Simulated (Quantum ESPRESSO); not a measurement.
# Gap and tunnelling decay at a withheld lattice constant: CdF2, fluorite type

**Set-up.** Quantum ESPRESSO 7.5 (pw.x, pwcond.x with ikind = 0), PBE, GBRV ultrasoft, cubic crystals. κ is the slowest decay along [001] at mid-gap among three points across the current.

```tsv
a (Å)	gap on the mesh (eV)	κ (1/Å)
5.152	3.539	0.341
5.317	3.199	0.319
5.481	2.878	0.300
5.646	2.571	0.279
```

One more run was made and is withheld. What are gap and κ at a = 5.810 Å?

**Worked estimate.** A line through the rows at 5.481 and 5.646 Å gives a gap of 2.878 + 1.994 × (2.571 − 2.878) = 2.27 eV and κ = 0.258 1/Å. The two-band model κ = 0.5123 √(m* E_g/4) needs m* = 0.477 at 5.481 Å; with that mass and the new gap, κ = 0.266 1/Å.

**Check.** The gap is 2.281 eV and κ = 0.263 1/Å. The line misses the gap by −0.015 eV and κ by −1.9 %; the two-band estimate misses κ by +1.2 %.

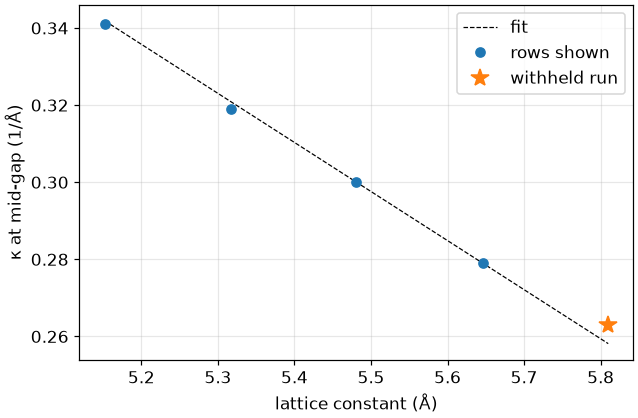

The rows shown, the fit and the withheld run.

**Limits.** The structure type is imposed. Local and semilocal gaps and decay constants are too small; no spin-orbit coupling. For an indirect gap m* is a fitting number alone.

[Logs are printed without paths, hosts, clocks, repeated set-up lines and the standing remarks that a program may print on its own settings, such as how far it seeks lower states.]
